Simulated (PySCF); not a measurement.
SMILES OB(O)C[SiH3] (CH₇BO₂Si) at its GFN2-xTB optimised geometry (Å):

```
12

O     -0.5905    -1.2793    -0.0537
B      0.0306    -0.0807     0.0000
O      1.3969    -0.0807     0.0000
C     -0.8405     1.2401     0.0000
Si    -1.0922     1.8929    -1.7683
H      0.0106    -2.0247    -0.0857
H      1.8203     0.7749     0.0265
H     -0.3759     2.0247     0.5988
H     -1.8203     1.0471     0.4326
H     -1.8895     3.1228    -1.6990
H      0.2098     2.2195    -2.3684
H     -1.7730     0.9053    -2.6050
```

Computed with CAM-B3LYP/def2-TZVP run with PySCF.

Map of the electrostatic potential (hartree/e), clipped to [-0.08, 0.12] on the plane z = 1.2 Å:

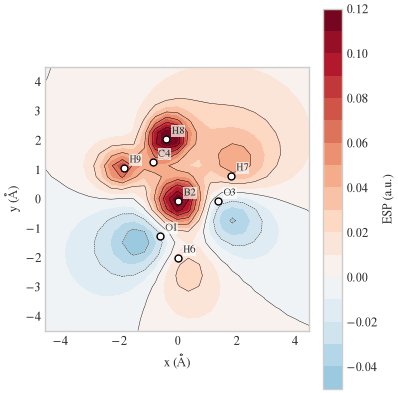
Fig. 1. Electrostatic potential (hartree/e), clipped to [-0.08, 0.12] on the plane z = 1.2 Å.
